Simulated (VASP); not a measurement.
Shape and ions are relaxed at each volume.

Energy against volume of GaN (wurtzite). Computed with PBEsol GGA, VASP's PBE PAW potentials (set 64) (plane waves; VASP).

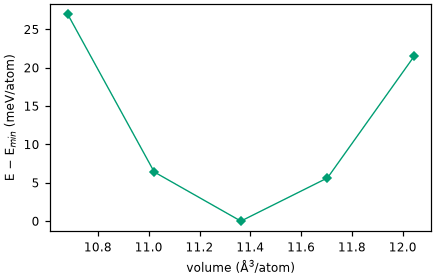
Energy against volume

Question: Estimate the equilibrium volume and the bulk modulus.

Answer: The minimum lies near 11.4 Å³/atom, and the curvature gives B0 of about 190 GPa.

The compound is GaN in the wurtzite structure. It was relaxed first.
